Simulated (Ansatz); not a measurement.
**Al₂H₂ (singlet): one geometry, many settings at distance Al1–H3 = 3.065 Å**

What do other methods and options give for Al₂H₂ (singlet) at this geometry, and how long do they take?

Program: Ansatz 0.2.0, Gaussian basis. Level of theory: the settings change from run to run. These are calculated values, not measurements.

20 further runs of the same task are left out: 13 that didn't finish, 7 set aside as unsound or not needed.

**1. What is computed**

The geometry derives from a PBE0/def2-TZVP stationary point (not a proven minimum). One bond is set to the value named and the two fragments are kept rigid.

4 atoms, charge 0, spin multiplicity 1.

Atoms are counted from 1 here; the program's logs count them from 0.

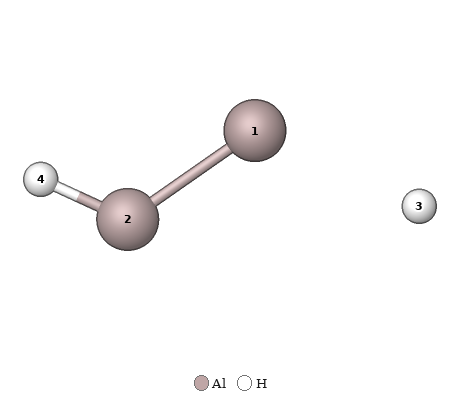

The structure; aluminium light grey, hydrogen white; atoms are numbered from 1 in the order of the file.

**2. CCSD(T) on RHF/def2-SVP**

Input file in.yaml:

```yaml
crystal:
  periodic: [false, false, false]
  atoms:
    - {symbol: Al, position_ang: [0.000000, -0.174276, 1.292793]}
    - {symbol: Al, position_ang: [0.000000, 0.132732, -1.323985]}
    - {symbol: H, position_ang: [0.000000, 2.276749, 3.133093]}
    - {symbol: H, position_ang: [0.000000, -1.164670, -2.298112]}
basis:
  gaussian: {orbitals: def2-SVP}
magnetization: {spin_polarized: false}
correlation: {method: ccsd_t, electrons: outside_noble_gas, diis_vectors: 4}
```

Started as:

```bash
$ ansatz run in.yaml --threads 1 --pin off --events-out ev --progress --plain --max-ram 2393MiB
```

Output, shortened:

```text
Functional definition: HF
  name "HF"
  cite "Fock, Z. Phys. 61, 126 (1930) doi:10.1007/BF01340294"
  parent pbe
[...]
421 factors; integrals over basis functions are off by at most 1.2e-3 eV
[...]
mean field -13187.68376447 eV, -484.6384394111 hartree, gradient 3.7e-6 eV, S^2 0.000000; 6 other end points of the search recorded, 0 dependent functions left out; unrestricted orbitals would lower it
determinant -13187.68376447 eV, -484.6384394111 hartree, with singles and doubles -13192.36973456 eV, -484.8106456356 hartree
determinant -13184.19451771 eV, -484.5102119580 hartree, with singles and doubles -13189.73691447 eV, -484.7138912821 hartree
[...]
unrestricted determinant -13189.07796269 eV, -484.6896752508 hartree, S^2 1.2786
10 core orbitals not correlated: weight in the atoms' cores, before any rotation towards them, 1.000 or more for the frozen orbitals, at most 0.000 for the correlated occupied ones
reference -13187.68376447 eV, -484.6384394111 hartree; 4, 4 occupied and 32, 32 virtual orbitals, 421 factors
second order -3.27116850 eV of doubles, -0.00000000 eV of singles
cycle   1  -4.68656203 eV  change   -5.9e-4 eV  update   6.9e-3
[...]
cycle  15  -4.69224296 eV  change   -2.7e-6 eV  update   1.5e-6
perturbative correction -0.28493534 eV, -0.0104711805 hartree
Total energy: -13192.66094276 eV, -484.8213473397 hartree
```

Run time: 3.7 s. Hardware: 1 thread of Arm Neoverse V1, shared host.

From the report: correlation -4.9772 eV; T1 0.069; largest double amplitude 0.23.

**3. BCCD(T) on RHF/6-31G**

Edit in.yaml of step 2 so:

```diff
@@ -8,4 +8,6 @@
 basis:
-  gaussian: {orbitals: def2-SVP}
+  gaussian: {orbitals: 6-31G}
 magnetization: {spin_polarized: false}
-correlation: {method: ccsd_t, electrons: outside_noble_gas, diis_vectors: 4}
+correlation: {method: bccd_t, electrons: all}
+scf: {lower_state_search: off}
+output: {forces: true}
```

The command is unchanged.

Output, shortened:

```text
Functional definition: HF
  name "HF"
  cite "Fock, Z. Phys. 61, 126 (1930) doi:10.1007/BF01340294"
  parent pbe
[...]
340 factors; integrals over basis functions are off by at most 2.0e-4 eV
[...]
mean field -13190.74244780 eV, -484.7508439503 hartree, gradient 4.8e-6 eV, S^2 0.000000; 0 other end points of the search recorded, 0 dependent functions left out; unrestricted orbitals would lower it
reference -13190.74244780 eV, -484.7508439503 hartree; 14, 14 occupied and 16, 16 virtual orbitals, 340 factors
second order -2.42450957 eV of doubles, -0.00000000 eV of singles
cycle   1  -3.13186691 eV  change   -7.1e-1 eV  update   1.4e-1
[...]
cycle  19  -3.77643954 eV  change   -8.1e-7 eV  update   7.9e-7
perturbative correction -0.16698378 eV, -0.0061365408 hartree
[...]
Total energy: -13194.68587112 eV, -484.8957620843 hartree
Atom 0 at     0.000000    -0.174276     1.292793 Å, force    -0.000000     0.676710     1.213770 eV/Å
Atom 1 at     0.000000     0.132732    -1.323985 Å, force     0.000000     0.445615    -0.253807 eV/Å
Atom 2 at     0.000000     2.276749     3.133093 Å, force     0.000000    -0.703899    -0.532268 eV/Å
Atom 3 at     0.000000    -1.164670    -2.298112 Å, force     0.000000    -0.418426    -0.427695 eV/Å
Dipole moment:    -0.000000    -0.219817    -0.245052 e Å
Checks for a lower state left out: starts, cluster_reference, orbital_swaps, neighbouring_geometries, increment
```

Wall time 1.7 s (1 thread of Arm Neoverse V1, shared host).

From the report: correlation -3.9434 eV; largest double amplitude 0.27.

**4. MP2 on UHF/6-31G**

Edit in.yaml of step 3 so:

```diff
@@ -8,6 +8,4 @@
 basis:
-  gaussian: {orbitals: 6-31G}
-magnetization: {spin_polarized: false}
-correlation: {method: bccd_t, electrons: all}
-scf: {lower_state_search: off}
-output: {forces: true}
+  gaussian: {orbitals: 6-31G, point_charges: [{charge: 1.00, position_ang: [2.937, 0.635, -0.805]}]}
+magnetization: {spin_polarized: true, initial_magnetization: 0}
+correlation: {method: mp2, electrons: all}
```

Same command.

Output, shortened:

```text
Functional definition: HF
  name "HF"
  cite "Fock, Z. Phys. 61, 126 (1930) doi:10.1007/BF01340294"
  parent pbe
[...]
340 factors; integrals over basis functions are off by at most 2.0e-4 eV
[...]
mean field -13192.75817999 eV, -484.8249207418 hartree, gradient 2.7e-6 eV, S^2 1.235784; 16 other end points of the search recorded, 0 dependent functions left out
reference -13192.75817999 eV, -484.8249207418 hartree; 14, 14 occupied and 16, 16 virtual orbitals, 340 factors
second order -1.61570116 eV of doubles, -0.00000000 eV of singles
Total energy: -13194.37388114 eV, -484.8842966642 hartree
```

Run time: 0.93 s. Hardware: 1 thread of Arm Neoverse V1, shared host.

From the report: ⟨S²⟩ of the determinant 1.236 (pure singlet: 0.00). The determinant is far from a pure spin state, so its energy mixes those of several spin states (harmless only where they are near-degenerate, as at dissociation).

**5. BCCD/6-31G**

Input file in.yaml:

```yaml
crystal:
  periodic: [false, false, false]
  atoms:
    - {symbol: Al, position_ang: [0.000000, -0.174276, 1.292793]}
    - {symbol: Al, position_ang: [0.000000, 0.132732, -1.323985]}
    - {symbol: H, position_ang: [0.000000, 2.276749, 3.133093]}
    - {symbol: H, position_ang: [0.000000, -1.164670, -2.298112]}
basis:
  gaussian: {orbitals: 6-31G}
magnetization: {spin_polarized: false}
hamiltonian: {xc: {name: r2SCAN}}
correlation: {method: bccd, electrons: outside_noble_gas}
accuracy: high
```

Same command.

Output, shortened:

```text
Functional definition: r2SCAN
  name "r2SCAN"
  cite "Furness, Kaplan, Ning, Perdew & Sun, J. Phys. Chem. Lett. 11, 8208 (2020) doi:10.1021/acs.jpclett.0c02405"
  cite "Furness, Kaplan, Ning, Perdew & Sun, J. Phys. Chem. Lett. 11, 9248 (2020) doi:10.1021/acs.jpclett.0c03077"
  parent r2scan
[...]
645 factors; integrals over basis functions are off by at most 3.8e-9 eV
[...]
mean field -13218.52955892 eV, -485.7720014492 hartree, gradient 8.7e-8 eV, S^2 0.000000; 0 other end points of the search recorded, 0 dependent functions left out; unrestricted orbitals would lower it
unrestricted determinant -13192.07458221 eV, -484.7997989869 hartree, S^2 1.2073
10 core orbitals not correlated: weight in the atoms' cores, before any rotation towards them, 1.000 or more for the frozen orbitals, at most 0.000 for the correlated occupied ones
reference -13190.29271720 eV, -484.7343166557 hartree; 4, 4 occupied and 16, 16 virtual orbitals, 645 factors
second order -2.67954277 eV of doubles, -0.27490773 eV of singles
cycle   1  -3.41049046 eV  change   -4.7e-1 eV  update   1.6e-1
[...]
cycle  36  -4.00155401 eV  change  -4.4e-10 eV  update  3.8e-10
Total energy: -13194.29427121 eV, -484.8813710532 hartree
```

Wall time 5.5 s (1 thread of Arm Neoverse V1, shared host).

From the report: correlation -4.0016 eV; largest double amplitude 0.27.

**6. CCSDT(Q)/B on RHF/def2-mTZVP**

Edit in.yaml of step 5 so:

```diff
@@ -8,6 +8,5 @@
 basis:
-  gaussian: {orbitals: 6-31G}
+  gaussian: {orbitals: def2-mTZVP}
 magnetization: {spin_polarized: false}
-hamiltonian: {xc: {name: r2SCAN}}
-correlation: {method: bccd, electrons: outside_noble_gas}
-accuracy: high
+correlation: {method: ccsdt_q_b, electrons: valence}
+scf: {lower_state_search: off}
```

Same command.

Output, shortened:

```text
Functional definition: HF
  name "HF"
  cite "Fock, Z. Phys. 61, 126 (1930) doi:10.1007/BF01340294"
  parent pbe
[...]
794 factors; integrals over basis functions are off by at most 1.9e-7 eV
[...]
mean field -13192.17578556 eV, -484.8035181413 hartree, gradient 2.1e-6 eV, S^2 0.000000; 0 other end points of the search recorded, 0 dependent functions left out
10 core orbitals not correlated: weight in the atoms' cores, before any rotation towards them, 1.000 or more for the frozen orbitals, at most 0.000 for the correlated occupied ones
reference -13192.17578556 eV, -484.8035181413 hartree; 4, 4 occupied and 36, 36 virtual orbitals, 794 factors
second order -2.74321581 eV of doubles, -0.00000000 eV of singles
cycle   1  -3.41585930 eV  change   -6.7e-1 eV  update   1.5e-1
[...]
cycle  25  -4.40302778 eV  change   -3.7e-8 eV  update   6.3e-7
perturbative correction -0.01650927 eV, -0.0006067046 hartree
Total energy: -13196.59532261 eV, -484.9659331323 hartree
Checks for a lower state left out: stability, starts, cluster_reference, orbital_swaps, neighbouring_geometries, increment
```

Wall time 5.5 s (1 thread of Arm Neoverse V1, shared host).

From the report: correlation -4.4195 eV; T1 0.084; largest double amplitude 0.29.

**7. HF/aug-cc-pVDZ**

Edit in.yaml of step 6 so:

```diff
@@ -8,5 +8,5 @@
 basis:
-  gaussian: {orbitals: def2-mTZVP}
+  gaussian: {orbitals: aug-cc-pVDZ}
 magnetization: {spin_polarized: false}
-correlation: {method: ccsdt_q_b, electrons: valence}
-scf: {lower_state_search: off}
+hamiltonian: {xc: hf}
+output: {orbitals: {seedname: orbitals}}
```

The command is unchanged.

Output:

```text
Functional definition: HF
  name "HF"
  cite "Fock, Z. Phys. 61, 126 (1930) doi:10.1007/BF01340294"
  parent pbe
  exchange = exact_x
  correlation = 0
712 factors; integrals over basis functions are off by at most 5.1e-4 eV
mean field evaluation 1: about -13190.8518 eV, gradient 1.2e1 eV
mean field evaluation 2: about -13190.8518 eV, gradient 1.2e1 eV
mean field evaluation 4: about -13192.2560 eV, gradient 1.3e0 eV
mean field evaluation 8: about -13192.2874 eV, gradient 6.7e-4 eV
mean field evaluation 16: about -13181.4871 eV, gradient 1.9e1 eV
mean field evaluation 32: about -13188.7206 eV, gradient 1.2e-3 eV
mean field -13192.28741981 eV, -484.8076206244 hartree, gradient 9.3e-6 eV, S^2 0.000000; 2 other end points of the search recorded, 0 dependent functions left out
reference -13192.28741981 eV, -484.8076206244 hartree; 14, 14 occupied and 58, 58 virtual orbitals, 712 factors
Total energy: -13192.28741981 eV, -484.8076206244 hartree
```

Wall time 0.9 s (1 thread of Arm Neoverse V1, shared host).

**8. CASSCF(6,5)/6-31G**

Edit in.yaml of step 7 so:

```diff
@@ -8,5 +8,3 @@
 basis:
-  gaussian: {orbitals: aug-cc-pVDZ}
-magnetization: {spin_polarized: false}
-hamiltonian: {xc: hf}
-output: {orbitals: {seedname: orbitals}}
+  gaussian: {orbitals: 6-31G}
+correlation: {active_space: {window: {electrons: 6, orbitals: 5}}}
```

Launched as before.

Output:

```text
Functional definition: HF
  name "HF"
  cite "Fock, Z. Phys. 61, 126 (1930) doi:10.1007/BF01340294"
  parent pbe
  exchange = exact_x
  correlation = 0
340 factors; integrals over basis functions are off by at most 2.0e-4 eV
mean field evaluation 1: about -13189.0225 eV, gradient 1.2e1 eV
mean field evaluation 2: about -13189.0228 eV, gradient 1.2e1 eV
mean field evaluation 4: about -13190.7222 eV, gradient 1.1e0 eV
mean field evaluation 8: about -13190.7424 eV, gradient 2.1e-3 eV
mean field evaluation 16: about -13187.2073 eV, gradient 5.0e-4 eV
mean field evaluation 32: about -13186.2680 eV, gradient 8.0e0 eV
mean field evaluation 64: about -13187.2164 eV, gradient 6.2e-2 eV
mean field evaluation 96: about -13187.2031 eV, gradient 9.3e-2 eV
mean field -13190.74244780 eV, -484.7508439503 hartree, gradient 4.8e-6 eV, S^2 0.000000; 7 other end points of the search recorded, 0 dependent functions left out
reference -13190.74244780 eV, -484.7508439503 hartree; 14, 14 occupied and 16, 16 virtual orbitals, 340 factors
state -13192.77366854 eV, -484.8254899356 hartree
Total energy: -13192.77366854 eV, -484.8254899356 hartree
```

It took 1 s on 1 thread of Arm Neoverse V1, shared host.

From the report: 100 determinants; active occupations 2.00, 1.86, 1.64, 0.36, 0.14.

**9. CCSDT(Q)/B on UHF/STO-3G**

Edit in.yaml of step 8 so:

```diff
@@ -8,3 +8,4 @@
 basis:
-  gaussian: {orbitals: 6-31G}
-correlation: {active_space: {window: {electrons: 6, orbitals: 5}}}
+  gaussian: {orbitals: STO-3G}
+magnetization: {spin_polarized: true, initial_magnetization: 0}
+correlation: {method: ccsdt_q_b, electrons: outside_noble_gas}
```

The command is unchanged.

Output, shortened:

```text
Functional definition: HF
  name "HF"
  cite "Fock, Z. Phys. 61, 126 (1930) doi:10.1007/BF01340294"
  parent pbe
[...]
319 factors; integrals over basis functions are off by at most 2.6e-8 eV
[...]
mean field -13031.09887260 eV, -478.8840507718 hartree, gradient 1.7e-6 eV, S^2 1.076879; 20 other end points of the search recorded, 0 dependent functions left out
determinant -13031.09887260 eV, -478.8840507718 hartree, with singles and doubles -13032.96258581 eV, -478.9525409692 hartree
determinant -13030.01691931 eV, -478.8442897218 hartree, with singles and doubles -13032.07872612 eV, -478.9200597248 hartree
determinant -13029.54317186 eV, -478.8268798244 hartree, with singles and doubles -13031.60523237 eV, -478.9026591504 hartree
determinant -13028.76670974 eV, -478.7983453677 hartree, with singles and doubles -13032.80015963 eV, -478.9465719171 hartree
determinant -13027.85914964 eV, -478.7649931493 hartree, with singles and doubles -13029.69431930 eV, -478.8324343903 hartree
determinant -13027.60886890 eV, -478.7557955016 hartree, with singles and doubles -13029.17949535 eV, -478.8135149591 hartree
determinant -13031.09887260 eV, -478.8840507718 hartree, with singles and doubles -13032.98489420 eV, -478.9533607874 hartree
determinant -13028.76670974 eV, -478.7983453677 hartree, with singles and doubles -13032.91942023 eV, -478.9509546636 hartree
10 core orbitals not correlated: weight in the atoms' cores, before any rotation towards them, 1.000 or more for the frozen orbitals, at most 0.000 for the correlated occupied ones
reference -13031.09887260 eV, -478.8840507718 hartree; 4, 4 occupied and 6, 6 virtual orbitals, 319 factors
second order -1.09101569 eV of doubles, -0.00000000 eV of singles
cycle   1  -1.49349588 eV  change   -4.0e-1 eV  update   7.7e-2
[...]
cycle  54  -2.00290877 eV  change   -1.7e-7 eV  update   1.4e-7
perturbative correction -0.01804365 eV, -0.0006630920 hartree
WARN: these amplitudes may be one of several solutions (largest doubles amplitude 0.57, level shift 0.00 eV)
Total energy: -13033.11982502 eV, -478.9583194036 hartree
```

Wall time 3.3 s (1 thread of Arm Neoverse V1, shared host).

From the report: ⟨S²⟩ of the determinant 1.077 (pure singlet: 0.00); correlation -2.0210 eV; T1 0.069; largest double amplitude 0.57. The determinant is far from a pure spin state, so its energy mixes those of several spin states (harmless only where they are near-degenerate, as at dissociation). The report flags that the cluster equations may have other roots.

**10. BCCD(T) on UHF/6-31G**

Edit in.yaml of step 9 so:

```diff
@@ -8,4 +8,4 @@
 basis:
-  gaussian: {orbitals: STO-3G}
+  gaussian: {orbitals: 6-31G}
 magnetization: {spin_polarized: true, initial_magnetization: 0}
-correlation: {method: ccsdt_q_b, electrons: outside_noble_gas}
+correlation: {method: bccd_t, electrons: outside_noble_gas}
```

The command is unchanged.

Output, shortened:

```text
Functional definition: HF
  name "HF"
  cite "Fock, Z. Phys. 61, 126 (1930) doi:10.1007/BF01340294"
  parent pbe
[...]
340 factors; integrals over basis functions are off by at most 2.0e-4 eV
[...]
mean field -13192.07451759 eV, -484.7997966121 hartree, gradient 2.4e-6 eV, S^2 1.207288; 39 other end points of the search recorded, 0 dependent functions left out
determinant -13192.07451759 eV, -484.7997966121 hartree, with singles and doubles -13194.22069296 eV, -484.8786671024 hartree
determinant -13191.85070758 eV, -484.7915717459 hartree, with singles and doubles -13193.95777992 eV, -484.8690052261 hartree
determinant -13191.76053498 eV, -484.7882579639 hartree, with singles and doubles -13194.19838467 eV, -484.8778472878 hartree
determinant -13191.67447428 eV, -484.7850952916 hartree, with singles and doubles -13193.93149652 eV, -484.8680393291 hartree
[...]
determinant -13191.76053498 eV, -484.7882579639 hartree, with singles and doubles -13194.34109799 eV, -484.8830919054 hartree
determinant -13191.67447428 eV, -484.7850952916 hartree, with singles and doubles -13193.98198917 eV, -484.8698948999 hartree
determinant -13191.54625635 eV, -484.7803833695 hartree, with singles and doubles -13194.02047398 eV, -484.8713091903 hartree
10 core orbitals not correlated: weight in the atoms' cores, before any rotation towards them, 1.000 or more for the frozen orbitals, at most 0.000 for the correlated occupied ones
reference -13192.07451759 eV, -484.7997966121 hartree; 4, 4 occupied and 16, 16 virtual orbitals, 340 factors
second order -1.27891338 eV of doubles, -0.00000000 eV of singles
cycle   1  -2.40302362 eV  change   -1.5e-1 eV  update   7.7e-2
[...]
cycle  58  -2.27434668 eV  change   -2.4e-6 eV  update   3.1e-6
perturbative correction -0.15759220 eV, -0.0057914066 hartree
Total energy: -13194.50645648 eV, -484.8891687178 hartree
```

Wall time 6 s (1 thread of Arm Neoverse V1, shared host).

From the report: ⟨S²⟩ of the determinant 1.207 (pure singlet: 0.00); correlation -2.4319 eV; largest double amplitude 0.27. The determinant is far from a pure spin state, so its energy mixes those of several spin states (harmless only where they are near-degenerate, as at dissociation).

**11. All runs side by side**

Where basis and cores are those of an earlier FCI/6-31G run (-13194.5654 eV), and the state is the same kind, the miss against it is given. † marks a result that the program doubts.

```csv
level,correlated,functions,energy (eV),from FCI (meV),time
CCSD(T) on RHF/def2-SVP,outside noble gas,46,-13192.6609,,3.7 s
BCCD(T) on RHF/6-31G,all,30,-13194.6859,,1.7 s
MP2 on UHF/6-31G (beside a point charge),all,30,-13194.3739,,0.93 s
BCCD/6-31G (on r2SCAN orbitals),outside noble gas,30,-13194.2943,271.2,5.5 s
CCSDT(Q)/B on RHF/def2-mTZVP,valence,50,-13196.5953,,5.5 s
HF/aug-cc-pVDZ,,72,-13192.2874,,0.9 s
"CASSCF(6,5)/6-31G",,30,-13192.7737,1791.8,1 s
CCSDT(Q)/B on UHF/STO-3G †,outside noble gas,20,-13033.1198,,3.3 s
BCCD(T) on UHF/6-31G,outside noble gas,30,-13194.5065,59.0,6 s
```

**12. Outcome**

| quantity | value |
| --- | --- |
| runs | 9 |
| quickest | HF/aug-cc-pVDZ, 0.9 s |
| slowest | BCCD(T) on UHF/6-31G, 6 s |

**Reading.** Total energies in different bases, with other cores or another treatment of relativity can't be set against each other. BCCD(T) on UHF/6-31G took 7 times as long as HF/aug-cc-pVDZ; the jobs differ in more than the method. Among the correlated runs with a miss given, it spans +59 to +271 meV. Hartree-Fock, CASSCF and CASCI lack dynamic correlation by design. Cores frozen from Kohn-Sham orbitals shift the total energy.
